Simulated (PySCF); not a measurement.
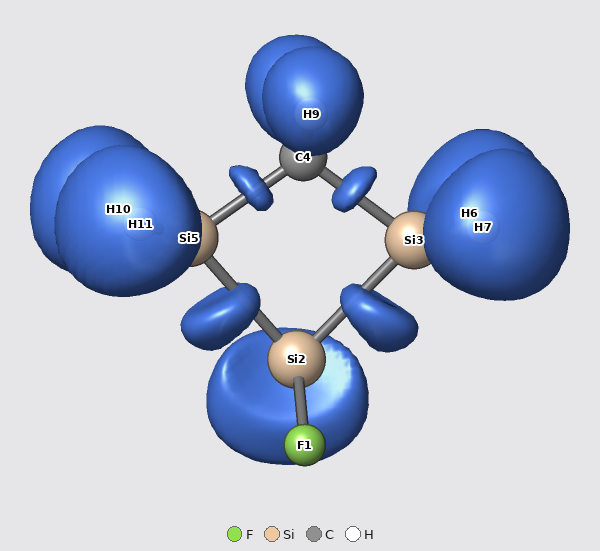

The picture shows: CH₆FSi₃ (SMILES F[Si]1[SiH2]C[SiH2]1) (doublet). Isosurface of the electron localisation function at 0.9 (blue), seen across its widest extent. Only the valence region is drawn (cores and ρ < 0.01 e/Å³ removed).

Geometry: GFN2-xTB.

All numbers below come from UKS B3LYP, pcH-1 on C F H Si, non-relativistic, mean-field spin-orbit, GIAO in PySCF.

```yaml
atoms:
  - { symbol: F, position_ang: [-0.0019, 2.7826, -1.1965] }
  - { symbol: Si, position_ang: [0.0622, 1.1527, -1.4781] }
  - { symbol: Si, position_ang: [-1.5521, 0.0193, -0.2215] }
  - { symbol: C, position_ang: [-0.0145, -0.8139, 0.5927] }
  - { symbol: Si, position_ang: [1.5650, 0.1060, -0.0239] }
  - { symbol: H, position_ang: [-2.3539, -0.9533, -0.9776] }
  - { symbol: H, position_ang: [-2.4522, 0.5274, 0.8245] }
  - { symbol: H, position_ang: [0.0310, -1.8680, 0.3227] }
  - { symbol: H, position_ang: [-0.0835, -0.7904, 1.6784] }
  - { symbol: H, position_ang: [2.5062, -0.8183, -0.6711] }
  - { symbol: H, position_ang: [2.2990, 0.6586, 1.1244] }
```

Where are the electrons localised?

Answer. The surface consists of two regions between bonded C–Si atoms (shared pairs), two regions between bonded Si–Si atoms (shared pairs), six regions around hydrogen nuclei and one lobe on Si, pointing away from the bonds (non-bonding electrons). Along the contacts the grid gives the following. Si–F (1.66 Å): the ELF peaks at about 0.85 in the valence shell of F, 0.6 Å from its nucleus, and is about 0.50 at the midpoint. C–Si (1.93 Å): the ELF peaks at about 0.95 between the atoms, as expected for a shared electron pair.
